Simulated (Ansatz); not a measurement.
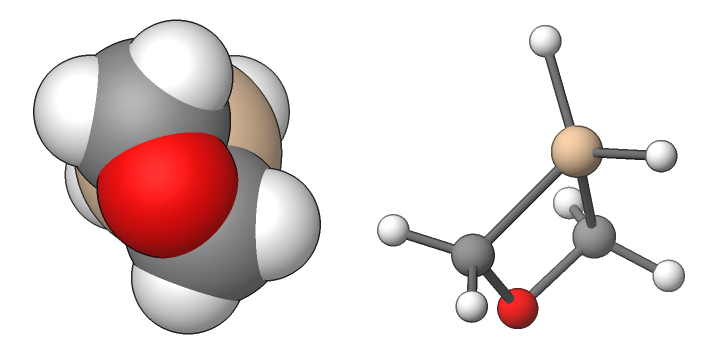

The same structure drawn twice, from different directions. Colours: carbon grey, oxygen red, silicon light orange, hydrogen white.

Computed geometry: PBE0-D4/def2-TZVP optimisation.

Identify the structure.

It has 10 atoms: 2 carbon, 6 hydrogen, 1 oxygen and 1 silicon (C2H6OSi). SMILES: `C1OC[SiH2]1`. Independent rings (smallest set): 1 of 4 members. Among its groups: ether, Si–H bond. Coordination, clear cases only: 1 O bent.

The parts below concern this one geometry. Atoms keep their numbers from picture to picture.

Levels of theory compared

Program: Ansatz 0.2.0.

At this fixed geometry, give dipole (D), HOMO–LUMO gap (eV) at these levels: B3LYP-D4/def2-TZVPP; PBE-D4/def2-TZVPP; r2SCAN-D4/def2-TZVPP; ωB97M-V/def2-TZVPP.

```json
{"level": "B3LYP-D4/def2-TZVPP", "dipole (D)": "1.48", "HOMO–LUMO gap (eV)": "6.72"}
{"level": "PBE-D4/def2-TZVPP", "dipole (D)": "1.23", "HOMO–LUMO gap (eV)": "4.82"}
{"level": "r2SCAN-D4/def2-TZVPP", "dipole (D)": "1.33", "HOMO–LUMO gap (eV)": "5.48"}
{"level": "ωB97M-V/def2-TZVPP", "dipole (D)": "1.52", "HOMO–LUMO gap (eV)": "11.16"}
```

Thermal motion

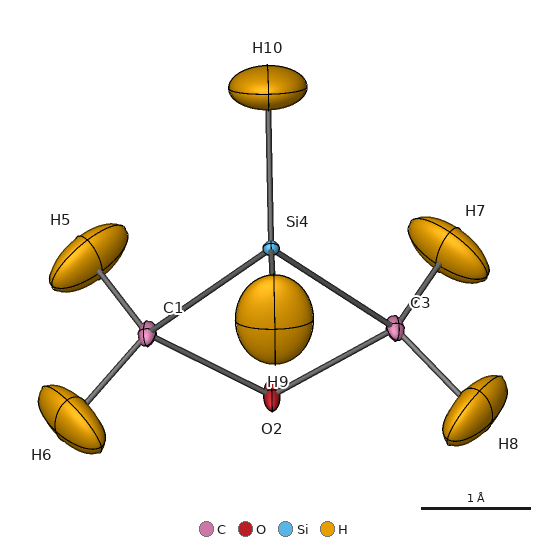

Displacement ellipsoids at the 50 % level, enlarged 1.5 times, from the internal vibrations of the free molecule (harmonic, no overall translation or rotation; no half-axis is drawn under 0.075 Å). Vibrations computed with RKS PBE0-D4/def2-TZVP (Ansatz 0.2.0). Temperature: 0 K (zero-point motion alone).

Which atom has the largest mean-square displacement?

H9, with U_eq = 0.0231 Å².

Does H7 move more along its bond or across it?

Across it: the root-mean-square amplitude is 0.089 Å along the bond and up to 0.192 Å across, since bending and torsion are softer than stretching.

Give the displacement parameters, one line for each set of equivalent atoms.

```
  atom  U_eq (Å²)   rms amplitudes (Å)
C1, C3     0.0020  0.033, 0.037, 0.059
    O2     0.0028  0.023, 0.034, 0.083
   Si4    0.00041  0.017, 0.017, 0.025
H5, H7     0.0200  0.082, 0.128, 0.192
H6, H8     0.0195  0.082, 0.126, 0.190
    H9     0.0231  0.087, 0.154, 0.196
   H10     0.0224  0.088, 0.154, 0.189
```

Charges

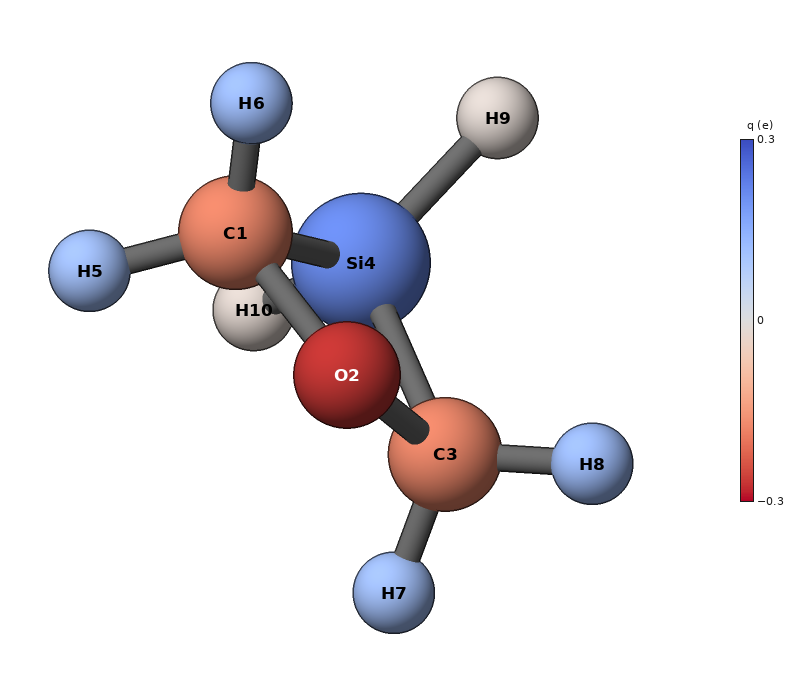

Atoms are coloured by their Mulliken charges. Method: RKS PBE0-D4/def2-TZVP (Ansatz 0.2.0).

Which atom carries the highest charge (most positive or least negative)?

Si4 (0.20 e).

And the lowest?

O2 (−0.27 e).

Give the Mulliken charges atom by atom.

```tsv
atom	value (e)
C1	−0.17
O2	−0.27
C3	−0.17
Si4	0.20
H5	0.11
H6	0.11
H7	0.11
H8	0.11
H9	−0.01
H10	−0.02
```

Mulliken values depend strongly on the basis set and can even reverse the polarity of a bond.
